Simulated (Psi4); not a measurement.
# HF/cc-pVDZ run of CH5BO2 (SMILES COBO)

Aim: the energy change on altering one bond length of CH5BO2 at HF/cc-pVDZ, from 2 runs. 

Program for the calculation: Psi4 1.11.

2 further runs of the same task are left out: 2 set aside as unsound or not needed. Runs told in other sessions of the task aren't counted.

**1. The system as given**

CH5BO2 has 9 atoms, charge 0, and is taken as a singlet. SMILES: `COBO`. The shape is that of a PBE0-D4/def2-TZVP optimisation. This is one conformer, not always the lowest.

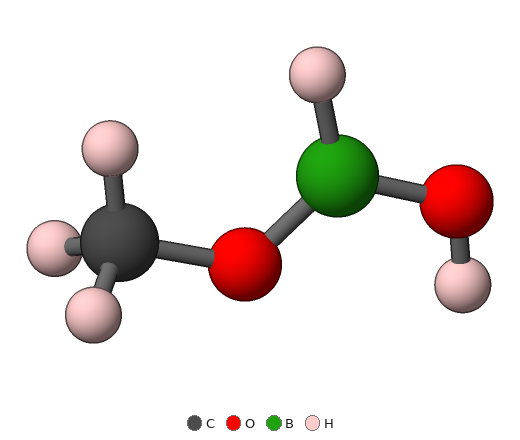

The structure, seen from a chosen angle (carbon dark grey, oxygen red, boron green, hydrogen pink).

**2. The energy at HF/cc-pVDZ**

The input, ch5bo2.in:

```
memory 2200 MB

molecule molecule1 {
  0 1
  C
  O 1 r2
  B 2 r3 1 a3
  O 3 r4 2 a4 1 d4
  H 1 r5 2 a5 3 d5
  H 1 r6 5 a6 2 d6
  H 1 r7 6 a7 5 d7
  H 3 r8 4 a8 2 d8
  H 4 r9 3 a9 8 d9

  r2 = 1.410195
  r3 = 1.355959
  a3 = 121.7479
  r4 = 1.355649
  a4 = 119.59263
  d4 = -179.89416
  r5 = 1.093615
  a5 = 111.54184
  d5 = -0.9633
  r6 = 1.092237
  a6 = 109.05593
  d6 = 120.68693
  r7 = 1.092345
  a7 = 108.6743
  d7 = -118.76335
  r8 = 1.198599
  a8 = 118.6157
  d8 = 179.93643
  r9 = 0.962402
  a9 = 112.12947
  d9 = 179.98551
  symmetry c1
  no_reorient
  no_com
}

set basis cc-pVDZ
set puream true
set e_convergence 1e-09
set d_convergence 1e-08
set scf_type pk

e, wfn = energy("scf", return_wfn=True)
```

Launch:

```
$ psi4 -n 1 ch5bo2.in ch5bo2.out
```

ch5bo2.out:

```text
[...]
  Running in c1 symmetry.
[...]
  Nuclear repulsion =  115.438973459004870
[...]
  Multiplicity = 1
[...]
  Nalpha       = 16
  Nbeta        = 16
[...]
    Number of basis functions: 81
[...]
   @RHF iter   1:  -215.19087064351237   -9.61683e-01   5.92173e-03 DIIS/ADIIS
[...]
   @RHF iter  11:  -215.29575439498487   -1.36424e-11   8.97245e-09 DIIS
[...]
    Orbital Energies [Eh]
    ---------------------
    Doubly Occupied:
       1A    -20.565137     2A    -20.562025     3A    -11.289314
       4A     -7.641776     5A     -1.390020     6A     -1.347704
       7A     -0.944974     8A     -0.754709     9A     -0.702510
      10A     -0.653144    11A     -0.638771    12A     -0.551807
      13A     -0.536378    14A     -0.530675    15A     -0.478414
      16A     -0.457638
[...]
  @RHF Final Energy:  -215.29575439498487
   => Energetics <=
    Nuclear Repulsion Energy =            115.4389734590048704
    One-Electron Energy =                -523.3794659332928632
    Two-Electron Energy =                 192.6447380793031527
    Total Energy =                       -215.2957543949848684
[...]
 Multipole Moments:
 ------------------------------------------------------------------------------------
     Multipole            Electronic (a.u.)      Nuclear  (a.u.)        Total (a.u.)
 ------------------------------------------------------------------------------------
 L = 1.  Multiply by 2.5417464519 to convert [e a0] to [Debye]
 Dipole X            :         -0.0025007            0.0011936           -0.0013071
 Dipole Y            :         -0.4323383            0.8943942            0.4620559
 Dipole Z            :          4.0188358           -4.5952492           -0.5764135
 Magnitude           :                                                    0.7387488
[...]
```

Wall time 2.4 s (1 thread of AMD EPYC 9R45 (Zen 5), shared host); peak memory 0.28 GiB.

**3. The distorted shape: energy and forces at HF/cc-pVDZ**

The input, input.inp:

```
memory 2200 MB

molecule geom {
  0 1
  C      0.405793     0.726058    -0.981753
  O      0.010493     0.378958     0.326647
  B     -0.010907    -0.909942     0.747247
  O     -0.400607    -1.194342     2.014147
  H      0.692093    -0.155642    -1.561953
  H      1.255393     1.410558    -0.930553
  H     -0.544800     1.307500    -1.561700
  H      0.307893    -1.814242     0.028047
  H     -0.634907    -0.402142     2.507847
  units angstrom
  symmetry c1
  no_reorient
  no_com
}

set reference rhf
set puream true
set e_convergence 1e-09
set d_convergence 1e-08
set scf_type pk

E, wfn = gradient("scf/cc-pVDZ", return_wfn=True)
oeprop(wfn, "QUADRUPOLE", "DIPOLE", "MAYER_INDICES", title="SCF")
```

Launch:

```
$ psi4 -n 1 input.inp input.out
```

input.out (excerpt; [...] marks lines left out):

```text
[...]
  Running in c1 symmetry.
[...]
  Nuclear repulsion =  114.831905604449460
[...]
  Multiplicity = 1
[...]
  Nalpha       = 16
  Nbeta        = 16
[...]
    Number of basis functions: 81
[...]
   @RHF iter   1:  -215.17643666679550   -1.03380e+00   5.92275e-03 DIIS/ADIIS
[...]
   @RHF iter  11:  -215.28210658029417   -1.87015e-11   9.84115e-09 DIIS
[...]
  @RHF Final Energy:  -215.28210658029417
   => Energetics <=
    Nuclear Repulsion Energy =            114.8319056044494602
    One-Electron Energy =                -522.1441349962782397
    Two-Electron Energy =                 192.0301228115346248
    Total Energy =                       -215.2821065802941689
[...]
  -Total Gradient:
     Atom            X                  Y                   Z
    ------   -----------------  -----------------  -----------------
       1        0.051427207813    -0.029040206112     0.023799812783
       2       -0.002292109475    -0.000743835806     0.008998364249
       3        0.001894800486    -0.000743195173    -0.004093239226
       4        0.002524514557    -0.014774371437    -0.004015057841
       5        0.003174729700    -0.002988585953     0.000086294131
       6        0.004087248508    -0.000612709447     0.000858511645
       7       -0.056922773722     0.034513759634    -0.033703987772
       8        0.000145331053     0.000613239884    -0.000540145120
       9       -0.004038948919     0.013775904411     0.008609447151
[...]
 Multipole Moments:
 ------------------------------------------------------------------------------------
     Multipole            Electronic (a.u.)      Nuclear  (a.u.)        Total (a.u.)
 ------------------------------------------------------------------------------------
 L = 1.  Multiply by 2.5417464519 to convert [e a0] to [Debye]
 Dipole X            :         -0.4991499            0.6330261            0.1338762
 Dipole Y            :         12.5826207          -12.0383151            0.5443056
 Dipole Z            :        -28.8368081           28.4474779           -0.3893302
 Magnitude           :                                                    0.6824730
 L = 2.  Multiply by 1.3450342976 to convert [e a0^2] to [Debye ang]
 Quadrupole XX       :        -35.7302448           18.2948775          -17.4353673
 Quadrupole XY       :        -22.6980696           22.5848240           -0.1132456
[...]
```

It took 4.5 s on 1 thread of AMD EPYC 9R45 (Zen 5), shared host; peak memory 0.28 GiB.

**4. Summary of results**

Level: HF/cc-pVDZ.

| quantity | value |
| --- | --- |
| first shape: total energy | -215.29575 Eh |
| first shape: dipole moment | 1.88 D |
| first shape: HOMO energy | -12.45 eV |
| first shape: LUMO energy | 5.04 eV |
| first shape: HOMO–LUMO gap | 17.49 eV |
| distorted shape: total energy | -215.28211 Eh |
| distorted shape: dipole moment | 1.73 D |
| distorted shape: HOMO energy | -12.24 eV |
| distorted shape: LUMO energy | 4.96 eV |
| distorted shape: HOMO–LUMO gap | 17.20 eV |
| distorted shape: largest force on an atom | 3.837 eV/Å |
| energy change with the C1–H7 bond stretched from 1.092 to 1.256 Å | 0.371 eV |

What this shows: With the C1–H7 bond stretched from 1.092 to 1.256 Å the energy rises by 0.37 eV (8.6 kcal/mol). The first shape isn't relaxed at this level, so the change isn't measured from a minimum.
